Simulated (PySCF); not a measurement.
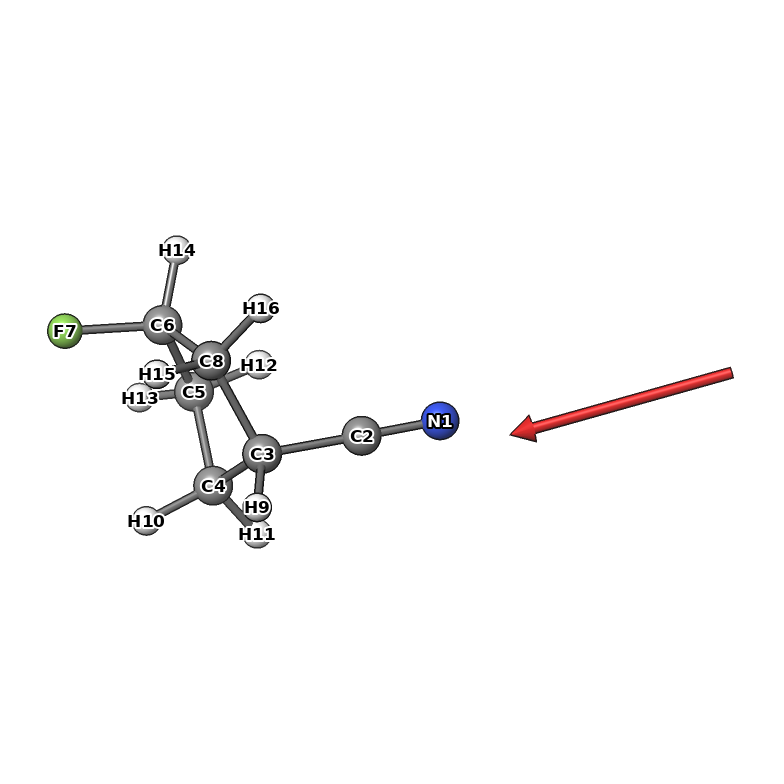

The arrow beside the molecule shows the direction of the dipole moment, from the negative to the positive end (its length means nothing). The computed structure is the end point of a GFN2-xTB optimisation. No frequency run is at hand to confirm it as a minimum. Method: PBE0/def2-SVPD, gas phase (PySCF 2.14.0).

How large is the dipole moment?

Answer. 2.33 D; it points from the side of N1 to the side of F7 (the outermost atoms at the two ends).
